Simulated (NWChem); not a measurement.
# One shape, several levels: BClF2 (SMILES FB(F)Cl)

Aim: a comparison of 3 runs (TDA-PBE/def2-SVP, TDA-PBE/def2-TZVPP, TDA-PBE/def2-TZVP) of BClF2. 

Program for the calculation: NWChem 7.3.0.

1 further run of the same task is left out (it didn't finish).

## (1) The molecule

The species is BClF2 (4 atoms), meant as a singlet with charge 0. SMILES: `FB(F)Cl`. The coordinates come from a PBE0-D4/def2-TZVP relaxation.

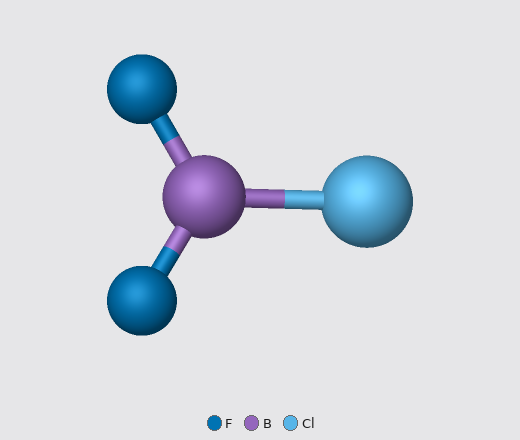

The structure, seen from a chosen angle (fluorine blue, boron purple, chlorine blue).

## (2) The vertical excitations at TDA-PBE/def2-SVP (run 1)

bclf2.nw

```
start bclf2
title "BClF2"
memory stack 880 mb heap 220 mb global 1100 mb
geometry units angstroms noautosym nocenter noautoz
F     -0.173700    -1.254300    -0.546300
B     -0.067100    -0.041300    -0.062000
F     -1.011600     0.830100    -0.317700
Cl     1.307900     0.405300     0.905700
end
basis spherical bse
* library def2-SVP
end
dft
xc xpbe96 cpbe96
grid fine
convergence energy 1e-08
iterations 100
mulliken
print low
end
tddft
cis
nroots 4
notriplet
end
task tddft energy
```

Command:

```bash
nwchem bclf2.nw > bclf2.out
```

The program printed:

```text
[...]
 d= 0,ls=0.0,diis     1   -684.0572940446 -8.26D+02  2.57D-02  9.39D-01     0.8
[...]
 d= 0,ls=0.0,diis     8   -684.1659243405  5.94D-10  6.24D-06  3.47D-07     4.3
         Total DFT energy =     -684.165924340537
      One electron energy =    -1229.314039790806
           Coulomb energy =      455.884411163710
    Exchange-Corr. energy =      -52.872606762226
 Nuclear repulsion energy =      142.136311048785
[...]
         Spin multiplicity :       1
[...]
              XC Information
              --------------
   PerdewBurkeErnzerhof Exchange Functional   1.00
     Perdew 1991 LDA Correlation Functional   1.00 local
    PerdewBurkeErnz. Correlation Functional   1.00 non-local
[...]
         Wavefunction type : Restricted singlets
          No. of electrons :      40
[...]
  Root   1 singlet a              0.266605615 a.u.                7.2547 eV
[...]
     Dipole Oscillator Strength                    0.0000000006
[...]
     Total Oscillator Strength                     0.0000001459
[...]
  Root   2 singlet a              0.315104380 a.u.                8.5744 eV
[...]
  Root   3 singlet a              0.334678793 a.u.                9.1071 eV
[...]
     Dipole Oscillator Strength                    0.0163346886
[...]
     Total Oscillator Strength                     0.0163357023
[...]
  Root   4 singlet a              0.342511626 a.u.                9.3202 eV
[...]
     Dipole Oscillator Strength                    0.0064130841
[...]
     Total Oscillator Strength                     0.0064161507
[...]
```

Wall time 15 s (1 thread of Intel Xeon Platinum 8259CL at 2.50GHz (Skylake/Cascade Lake), shared host); peak memory 0.12 GiB.

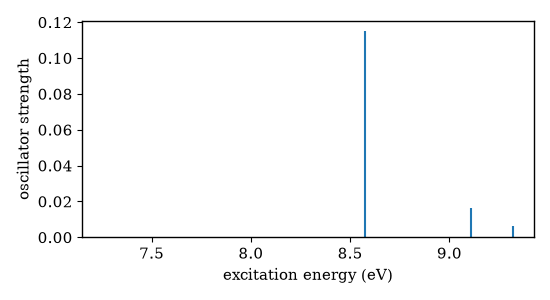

Vertical excitations as sticks.

The roots found:

```tsv
excited state	energy (eV)	strength	label
1	7.255	0.0000	singlet a
2	8.574	0.1151	singlet a
3	9.107	0.0163	singlet a
4	9.320	0.0064	singlet a
```

## (3) The excited states at TDA-PBE/def2-TZVPP (run 2)

test.xyz

```xyz
4
BClF2
F     -0.173700    -1.254300    -0.546300
B     -0.067100    -0.041300    -0.062000
F     -1.011600     0.830100    -0.317700
Cl     1.307900     0.405300     0.905700
```

test.nw

```
START test
TITLE "BClF2"
memory total 2200 mb

GEOMETRY units angstroms noautosym nocenter noautoz
load test.xyz
END

BASIS spherical bse
* library def2-TZVPP
END

DFT
xc xpbe96 cpbe96
grid fine
convergence energy 1e-08
maxiter 100
mulliken
print low
END

TDDFT
cis
nroots 4
notriplet
END

TASK tddft energy
```

Command:

```bash
nwchem test.nw > test.out
```

The program printed:

```text
[...]
 d= 0,ls=0.0,diis     1   -684.4798537362 -8.27D+02  7.51D-03  1.72D+00     4.6
[...]
 d= 0,ls=0.0,diis    11   -684.5967845093 -1.92D-10  5.06D-08  1.55D-10    41.9
         Total DFT energy =     -684.596784509326
      One electron energy =    -1229.851666961679
           Coulomb energy =      456.024641509675
    Exchange-Corr. energy =      -52.906070106106
 Nuclear repulsion energy =      142.136311048785
[...]
         Spin multiplicity :       1
[...]
              XC Information
              --------------
   PerdewBurkeErnzerhof Exchange Functional   1.00
     Perdew 1991 LDA Correlation Functional   1.00 local
    PerdewBurkeErnz. Correlation Functional   1.00 non-local
[...]
         Wavefunction type : Restricted singlets
          No. of electrons :      40
[...]
  Root   1 singlet a              0.263238176 a.u.                7.1631 eV
[...]
     Dipole Oscillator Strength                    0.0000000014
[...]
     Total Oscillator Strength                     0.0000001671
[...]
  Root   2 singlet a              0.305325135 a.u.                8.3083 eV
[...]
  Root   3 singlet a              0.307883983 a.u.                8.3780 eV
[...]
     Dipole Oscillator Strength                    0.1033645150
[...]
     Total Oscillator Strength                     0.1033647872
[...]
  Root   4 singlet a              0.320819350 a.u.                8.7299 eV
[...]
     Dipole Oscillator Strength                    0.0410074209
[...]
     Total Oscillator Strength                     0.0410091476
[...]
```

Wall time 1.9 min (1 thread of Intel Xeon Platinum 8259CL at 2.50GHz (Skylake/Cascade Lake), shared host); peak memory 0.13 GiB.

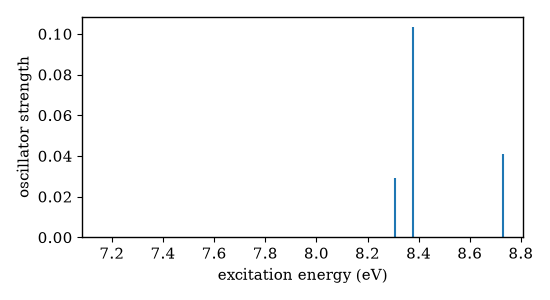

Vertical excitations as sticks.

The roots found:

```tsv
excited state	energy (eV)	strength	label
1	7.163	0.0000	singlet a
2	8.308	0.0293	singlet a
3	8.378	0.1034	singlet a
4	8.730	0.0410	singlet a
```

## (4) The vertical excitations at TDA-PBE/def2-TZVP (run 3)

bclf2.nw

```
start bclf2
memory stack 880 mb heap 220 mb global 1100 mb
charge 0
geometry units bohr noautosym nocenter noautoz
  F  -0.32824543 -2.37028348 -1.03235738
  B  -0.12680062 -0.07804569 -0.11716302
  F  -1.91164695  1.56866166 -0.60036599
  Cl  2.47157280  0.76590600  1.71152495
end
basis spherical bse
  F library def2-TZVP
  B library def2-TZVP
  Cl library def2-TZVP
end
dft
  xc xpbe96 cpbe96
  grid fine
  convergence energy 1e-08
  iterations 100
  mulliken
  noprint "final vectors analysis"
end
tddft
  cis
  nroots 4
  notriplet
end
task tddft energy
```

Command:

```bash
nwchem bclf2.nw > bclf2.out
```

The program printed:

```text
[...]
          Wavefunction type:  closed shell.
          No. of atoms     :     4
          No. of electrons :    40
[...]
          Charge           :     0
          Spin multiplicity:     1
[...]
          AO basis - number of functions:   130
[...]
              XC Information
              --------------
          PerdewBurkeErnzerhof Exchange Functional  1.000
            Perdew 1991 LDA Correlation Functional  1.000 local
           PerdewBurkeErnz. Correlation Functional  1.000 non-local
[...]
 d= 0,ls=0.0,diis     1   -684.4798285983 -8.27D+02  7.81D-03  1.72D+00     4.5
[...]
 d= 0,ls=0.0,diis    11   -684.5967544985 -2.62D-10  6.85D-08  2.48D-10    41.0
         Total DFT energy =     -684.596754498461
      One electron energy =    -1229.851287902972
           Coulomb energy =      456.024273899245
    Exchange-Corr. energy =      -52.906041201734
 Nuclear repulsion energy =      142.136300707000
[...]
  Root   1 singlet a              0.263277839 a.u.                7.1642 eV
[...]
     Dipole Oscillator Strength                    0.0000000014
[...]
     Total Oscillator Strength                     0.0000001672
[...]
  Root   2 singlet a              0.305341521 a.u.                8.3088 eV
[...]
  Root   3 singlet a              0.307945558 a.u.                8.3796 eV
[...]
     Dipole Oscillator Strength                    0.1033373805
[...]
     Total Oscillator Strength                     0.1033376525
[...]
  Root   4 singlet a              0.320842728 a.u.                8.7306 eV
[...]
     Dipole Oscillator Strength                    0.0410897844
[...]
     Total Oscillator Strength                     0.0410914301
[...]
```

Wall time 1.8 min (1 thread of Intel Xeon Platinum 8259CL at 2.50GHz (Skylake/Cascade Lake), shared host); peak memory 0.13 GiB.

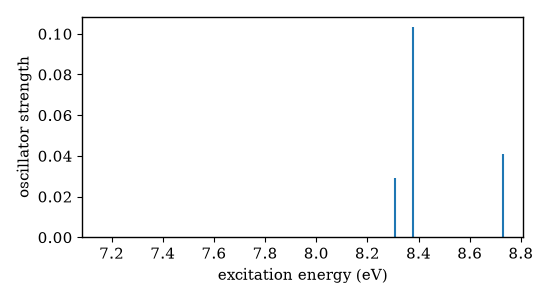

Vertical excitations as sticks.

The roots found:

```tsv
excited state	energy (eV)	strength	label
1	7.164	0.0000	singlet a
2	8.309	0.0294	singlet a
3	8.380	0.1033	singlet a
4	8.731	0.0411	singlet a
```

## (5) All runs side by side

```tsv
run	level	energy (Eh)	lowest excitation energy (eV)	wall time
1	TDA-PBE/def2-SVP	-684.165924	7.25	15 s
2	TDA-PBE/def2-TZVPP	-684.596785	7.16	1.9 min
3	TDA-PBE/def2-TZVP	-684.596754	7.16	1.8 min
```

## (6) Outcome

| quantity | value |
| --- | --- |
| run 3: ground-state or mean-field energy | -684.59675 Eh |
| run 3: dipole moment (of the density that the program reports) | 0.23 D |
| run 3: lowest singlet excitation energy | 7.16 eV |

In words: Over the runs the total energy spans 11.724 eV. All runs together took 3.9 min, the longest 1.9 min.
